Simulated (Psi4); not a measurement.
**Geometry relaxation of O₂ (part 2 of 4)**

The same run, continued: O₂, multiplicity 3; PBE/def2-SVP, UKS (Psi4 1.11). The geometry comes from this level: PBE0-D4/def2-TZVP.

Geometry of the input (Å):
```
O  0.5095  -0.1648  0.2625
O  -0.5095  0.1648  -0.2625
```

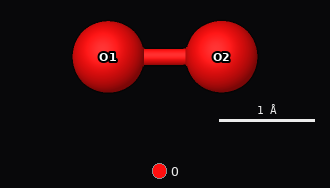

Fig. 1: The input geometry (ball-and-stick view, seen on its broad side; atoms are numbered from 1 in the order of the input).

What the program printed, continued:
```
   @DF-UKS iter   0:  -150.04794437325194   -1.50048e+02   2.04206e-03
   @DF-UKS iter   1:  -150.06575760599731   -1.78132e-02   4.88445e-04 DIIS/ADIIS
   @DF-UKS iter   2:  -150.06579595916500   -3.83532e-05   2.94362e-04 DIIS/ADIIS
   @DF-UKS iter   3:  -150.06581865488374   -2.26957e-05   3.92386e-05 DIIS
   @DF-UKS iter   4:  -150.06581913853623   -4.83652e-07   3.49318e-07 DIIS
   @DF-UKS iter   5:  -150.06581913857622   -3.99893e-11   7.88703e-08 DIIS
   @DF-UKS iter   6:  -150.06581913856186    1.43530e-11   2.39503e-07 DIIS
   @DF-UKS iter   7:  -150.06581913857823   -1.63709e-11   1.58841e-09 DIIS
  Energy and wave function converged.

  ==> Post-Iterations <==

   Electrons on quadrature grid:
      Nalpha   =    8.9999999957 ; deviation = -4.312e-09
      Nbeta    =    6.9999999852 ; deviation = -1.475e-08
      Ntotal   =   15.9999999809 ; deviation = -1.906e-08

   @Spin Contamination Metric:   3.109024727E-03
   @S^2 Expected:                2.000000000E+00
   @S^2 Observed:                2.003109025E+00
   @S   Expected:                1.000000000E+00
   @S   Observed:                1.000000000E+00

    Final Occupation by Irrep:
              A
    DOCC [     7 ]
    SOCC [     2 ]
    NA   [     9 ]
    NB   [     7 ]

  @DF-UKS Final Energy:  -150.06581913857823

   => Energetics <=

    Nuclear Repulsion Energy =             28.0102665942756204
    One-Electron Energy =                -261.6229982211272045
    Two-Electron Energy =                 100.4368579010432541
    DFT Exchange-Correlation Energy =     -16.8899454127698867
    Empirical Dispersion Energy =           0.0000000000000000
    VV10 Nonlocal Energy =                  0.0000000000000000
    Total Energy =                       -150.0658191385782345

  UHF NO Occupations:
  HONO-2 :    7  A 1.9995078
  HONO-1 :    8  A 1.0000000
  HONO-0 :    9  A 1.0000000
  LUNO+0 :   10  A 0.0004922
  LUNO+1 :   11  A 0.0004922
  LUNO+2 :   12  A 0.0003982
  LUNO+3 :   13  A 0.0001542

Computation Completed

Properties will be evaluated at   0.000000,   0.000000,   0.000000 [a0]

Properties computed using the SCF density matrix

 Multipole Moments:

 ------------------------------------------------------------------------------------
     Multipole            Electronic (a.u.)      Nuclear  (a.u.)        Total (a.u.)
 ------------------------------------------------------------------------------------

 L = 1.  Multiply by 2.5417464519 to convert [e a0] to [Debye]
 Dipole X            :          0.0000000            0.0000000            0.0000000
 Dipole Y            :          0.0000000            0.0000000            0.0000000
 Dipole Z            :          0.0000000            0.0000000            0.0000000
 Magnitude           :                                                    0.0000000

 ------------------------------------------------------------------------------------

	total time  =          2 seconds =       0.03 minutes

         ------------------------------------------------------------
                                   SCF GRAD
         ------------------------------------------------------------

  ==> Geometry <==

    Molecular point group: c1
    Full point group: D_inf_h

    Geometry (in Angstrom), charge = 0, multiplicity = 3:

       Center              X                  Y                   Z               Mass
    ------------   -----------------  -----------------  -----------------  -----------------
         O            0.604552287442    -0.000000000000     0.000000000000    15.994914619570
         O           -0.604552287442     0.000000000000    -0.000000000000    15.994914619570

  Nuclear repulsion =   28.010266594275620

   => Molecular Quadrature <=

    Radial Scheme          =       TREUTLER
    Pruning Scheme         =           NONE
    Nuclear Scheme         =       TREUTLER

    Blocking Scheme        =         OCTREE
    BS radius alpha        =              1
    Pruning alpha          =              1
    Radial Points          =             99
    Spherical Points       =            590
    Total Points           =         106928
    Total Blocks           =            872
    Max Points             =            256
    Max Functions          =             28
    Weights Tolerance      =       1.00E-15

  -Total Gradient:
     Atom            X                  Y                   Z
    ------   -----------------  -----------------  -----------------
       1       -0.006868028166    -0.000000000000     0.000000000000
       2        0.006868028166    -0.000000000000     0.000000000000

	total time  =          0 seconds =       0.00 minutes

    			-----------------------------------------

    			 OPTKING 3.0: for geometry optimizations

    			        with contributions from

    			-----------------------------------------

	                            ===> Fragment 1 <==

	 Z (Atomic Numbers)          Masses                          Geom
	       8.000000            15.994915          1.14243825 -0.00000000  0.00000000
	       8.000000            15.994915         -1.14243825  0.00000000 -0.00000000

	 - Coordinate -           - BOHR/RAD -       - ANG/DEG -
	 R(1,2)           =         2.284877           1.209105

	        --- Internal Coordinate Step in ANG or DEG, aJ/ANG or AJ/DEG ---
	-------------------------------------------------------------------------------
	           Coordinate      Previous         Force          Change          New
	           ----------      --------        ------          ------        ------
	               R(1,2)       1.20910        0.05658        0.00421       1.21331
	-------------------------------------------------------------------------------

	                                 ==> Convergence Check <==

	Measures of convergence in internal coordinates in au.

	Criteria marked as inactive (o), active & met (*), and active & unmet ( ).

	----------------------------------------------------------------------------------------------
	   Step    Total Energy     Delta E     Max Force     RMS Force      Max Disp      RMS Disp
	----------------------------------------------------------------------------------------------
	  Convergence Criteria              o    1.50e-05 *    1.00e-05 *    6.00e-05 *    4.00e-05 *
	----------------------------------------------------------------------------------------------
	     2    -150.06581914   -6.13e-04 o    6.87e-03      6.87e-03      7.96e-03      7.96e-03    ~
	----------------------------------------------------------------------------------------------

Next Geometry in Ang
	Fragment 1 (Ang)

	    O   0.6066571973  -0.0000000000   0.0000000000
	    O  -0.6066571973   0.0000000000  -0.0000000000

    Structure for next step:
    Molecular point group: c1
    Full point group: D_inf_h

    Geometry (in Angstrom), charge = 0, multiplicity = 3:

    O            0.606657197343    -0.000000000000     0.000000000000
    O           -0.606657197343     0.000000000000    -0.000000000000

gradient() will perform analytic gradient computation.

  ==> Geometry <==

    Molecular point group: c1
    Full point group: D_inf_h

    Geometry (in Angstrom), charge = 0, multiplicity = 3:

       Center              X                  Y                   Z               Mass
    ------------   -----------------  -----------------  -----------------  -----------------
         O            0.606657197343    -0.000000000000     0.000000000000    15.994914619570
         O           -0.606657197343     0.000000000000    -0.000000000000    15.994914619570

  Running in c1 symmetry.

  Rotational constants: A = ************  B =      1.43185  C =      1.43185 [cm^-1]
  Rotational constants: A = ************  B =  42925.81689  C =  42925.81689 [MHz]
  Nuclear repulsion =   27.913079768292807

  Charge       = 0
  Multiplicity = 3
  Electrons    = 16
  Nalpha       = 9
  Nbeta        = 7

   => Molecular Quadrature <=

    Radial Scheme          =       TREUTLER
    Pruning Scheme         =           NONE
    Nuclear Scheme         =       TREUTLER

    Blocking Scheme        =         OCTREE
    BS radius alpha        =              1
    Pruning alpha          =              1
    Radial Points          =             99
    Spherical Points       =            590
    Total Points           =         106928
    Total Blocks           =            878
    Max Points             =            256
    Max Functions          =             28
    Weights Tolerance      =       1.00E-15

   => Auxiliary Basis Set <=

  Basis Set: CC-PVTZ-JKFIT
    Blend: CC-PVTZ-JKFIT
    Number of shells: 50
    Number of basis functions: 158
    Number of Cartesian functions: 192
    Spherical Harmonics?: true
    Max angular momentum: 4

  Cached 100.0% of DFT collocation blocks in 0.082 [GiB].

  Minimum eigenvalue in the overlap matrix is 1.5394749852E-02.
  Reciprocal condition number of the overlap matrix is 5.0602195497E-03.
    Using symmetric orthogonalization.

  ==> Iterations <==

                           Total Energy        Delta E     RMS |[F,P]|

   @DF-UKS iter   0:  -150.06130589619227   -1.50061e+02   5.15010e-04
   @DF-UKS iter   1:  -150.06584431976322   -4.53842e-03   1.24850e-04 DIIS/ADIIS
   @DF-UKS iter   2:  -150.06584682577378   -2.50601e-06   7.53920e-05 DIIS
   @DF-UKS iter   3:  -150.06584831801976   -1.49225e-06   9.99113e-06 DIIS
   @DF-UKS iter   4:  -150.06584834938155   -3.13618e-08   8.98188e-08 DIIS
   @DF-UKS iter   5:  -150.06584834938423   -2.67164e-12   5.67001e-09 DIIS
  Energy and wave function converged.

  ==> Post-Iterations <==

   Electrons on quadrature grid:
      Nalpha   =    8.9999999972 ; deviation = -2.806e-09
      Nbeta    =    6.9999999865 ; deviation = -1.353e-08
      Ntotal   =   15.9999999837 ; deviation = -1.634e-08

   @Spin Contamination Metric:   3.119808228E-03
   @S^2 Expected:                2.000000000E+00
   @S^2 Observed:                2.003119808E+00
   @S   Expected:                1.000000000E+00
   @S   Observed:                1.000000000E+00

    Final Occupation by Irrep:
              A
    DOCC [     7 ]
    SOCC [     2 ]
    NA   [     9 ]
    NB   [     7 ]

  @DF-UKS Final Energy:  -150.06584834938423

   => Energetics <=

    Nuclear Repulsion Energy =             27.9130797682928069
    One-Electron Energy =                -261.4372148434480323
    Two-Electron Energy =                 100.3445784313274203
    DFT Exchange-Correlation Energy =     -16.8862917055564274
    Empirical Dispersion Energy =           0.0000000000000000
    VV10 Nonlocal Energy =                  0.0000000000000000
    Total Energy =                       -150.0658483493842255

  UHF NO Occupations:
  HONO-2 :    7  A 1.9995055
  HONO-1 :    8  A 1.0000000
  HONO-0 :    9  A 1.0000000
  LUNO+0 :   10  A 0.0004945
  LUNO+1 :   11  A 0.0004945
  LUNO+2 :   12  A 0.0003984
  LUNO+3 :   13  A 0.0001546

Computation Completed

Properties will be evaluated at   0.000000,   0.000000,   0.000000 [a0]

Properties computed using the SCF density matrix

 Multipole Moments:

 ------------------------------------------------------------------------------------
     Multipole            Electronic (a.u.)      Nuclear  (a.u.)        Total (a.u.)
 ------------------------------------------------------------------------------------

 L = 1.  Multiply by 2.5417464519 to convert [e a0] to [Debye]
 Dipole X            :          0.0000000            0.0000000            0.0000000
 Dipole Y            :          0.0000000            0.0000000            0.0000000
 Dipole Z            :          0.0000000            0.0000000            0.0000000
 Magnitude           :                                                    0.0000000

 ------------------------------------------------------------------------------------

	total time  =          2 seconds =       0.03 minutes

         ------------------------------------------------------------
                                   SCF GRAD
         ------------------------------------------------------------

  ==> Geometry <==

    Molecular point group: c1
    Full point group: D_inf_h

    Geometry (in Angstrom), charge = 0, multiplicity = 3:

       Center              X                  Y                   Z               Mass
    ------------   -----------------  -----------------  -----------------  -----------------
         O            0.606657197343    -0.000000000000     0.000000000000    15.994914619570
         O           -0.606657197343     0.000000000000    -0.000000000000    15.994914619570

  Nuclear repulsion =   27.913079768292807

   => Molecular Quadrature <=

    Radial Scheme          =       TREUTLER
    Pruning Scheme         =           NONE
    Nuclear Scheme         =       TREUTLER

    Blocking Scheme        =         OCTREE
    BS radius alpha        =              1
    Pruning alpha          =              1
    Radial Points          =             99
    Spherical Points       =            590
    Total Points           =         106928
    Total Blocks           =            878
    Max Points             =            256
    Max Functions          =             28
    Weights Tolerance      =       1.00E-15

  -Total Gradient:
     Atom            X                  Y                   Z
    ------   -----------------  -----------------  -----------------
       1       -0.000508915040     0.000000000000    -0.000000000000
       2        0.000508915040     0.000000000000    -0.000000000000

	total time  =          0 seconds =       0.00 minutes

    			-----------------------------------------

    			 OPTKING 3.0: for geometry optimizations

    			        with contributions from

    			-----------------------------------------

	                            ===> Fragment 1 <==

	 Z (Atomic Numbers)          Masses                          Geom
	       8.000000            15.994915          1.14641596 -0.00000000  0.00000000
	       8.000000            15.994915         -1.14641596  0.00000000 -0.00000000

	 - Coordinate -           - BOHR/RAD -       - ANG/DEG -
	 R(1,2)           =         2.292832           1.213314

	        --- Internal Coordinate Step in ANG or DEG, aJ/ANG or AJ/DEG ---
	-------------------------------------------------------------------------------
	           Coordinate      Previous         Force          Change          New
	           ----------      --------        ------          ------        ------
	               R(1,2)       1.21331        0.00419        0.00032       1.21363
	-------------------------------------------------------------------------------

	                                 ==> Convergence Check <==

	Measures of convergence in internal coordinates in au.

	Criteria marked as inactive (o), active & met (*), and active & unmet ( ).

	----------------------------------------------------------------------------------------------
	   Step    Total Energy     Delta E     Max Force     RMS Force      Max Disp      RMS Disp
	----------------------------------------------------------------------------------------------
	  Convergence Criteria              o    1.50e-05 *    1.00e-05 *    6.00e-05 *    4.00e-05 *
	----------------------------------------------------------------------------------------------
	     3    -150.06584835   -2.92e-05 o    5.09e-04      5.09e-04      5.99e-04      5.99e-04    ~
	----------------------------------------------------------------------------------------------

Next Geometry in Ang
	Fragment 1 (Ang)

	    O   0.6068155865  -0.0000000000   0.0000000000
	    O  -0.6068155865   0.0000000000  -0.0000000000

    Structure for next step:
    Molecular point group: c1
    Full point group: D_inf_h

    Geometry (in Angstrom), charge = 0, multiplicity = 3:

    O            0.606815586509    -0.000000000000     0.000000000000
    O           -0.606815586509     0.000000000000    -0.000000000000

gradient() will perform analytic gradient computation.

  ==> Geometry <==

    Molecular point group: c1
    Full point group: D_inf_h

    Geometry (in Angstrom), charge = 0, multiplicity = 3:

       Center              X                  Y                   Z               Mass
    ------------   -----------------  -----------------  -----------------  -----------------
         O            0.606815586509    -0.000000000000     0.000000000000    15.994914619570
         O           -0.606815586509     0.000000000000    -0.000000000000    15.994914619570

  Running in c1 symmetry.
```
